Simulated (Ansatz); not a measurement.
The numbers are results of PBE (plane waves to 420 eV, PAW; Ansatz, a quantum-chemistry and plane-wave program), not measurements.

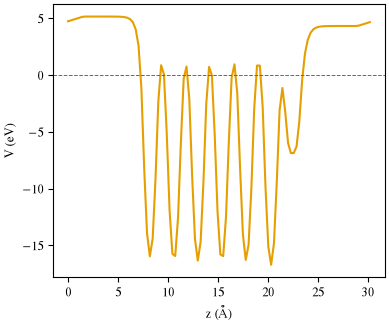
Figure: Plane-averaged electrostatic potential energy along the normal, in eV from the Fermi level, for a constructed model of the (111) surface of fcc Au, a pseudomorphic layer of Al in the other hollow (bottom of the slab: a bare face, its two planes held)

Set-up: 7 atoms, 14.1 Å thick at the start; mesh 15x15x1; 0.1 eV smearing; dipole correction on; 2 atoms held, the rest relaxed; start symmetry kept, larger cells not searched; no spin, no spin-orbit, no U. In PBE it is, or lies within 0.01 eV a 1x1 cell of, the lowest of the 2 structures of its composition computed so far; larger cells were not tried.

The vacuum level lies 4.34 eV above the Fermi level over the top face and 5.17 eV above it under the bottom face.
